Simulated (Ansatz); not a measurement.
Where the default PAW files enter, the runs use the earlier of Ansatz's two default sets.

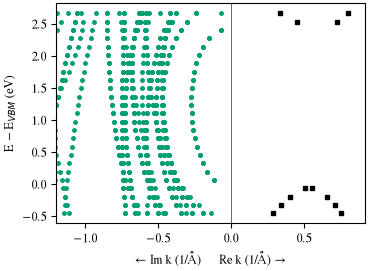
Figure. Complex bands at the centre of the two-dimensional zone; r2SCAN in Ansatz (an electronic-structure program)

The gap is the functional's own. No spin-orbit coupling. Mid-gap values are interpolated on the energy grid.

Question: This is VBiO₄ (I4_1/a, 12 atoms a cell, 12.8 Å³ an atom, -2 GPa at this level) along the normal of (100). Read off the slowest decay at the centre of the two-dimensional zone at 1.24 eV, the computed energy nearest the middle of the gap.

Answer: κ ≈ 0.27 1/Å, a decay length 1/(2κ) of the density of 1.8 Å.
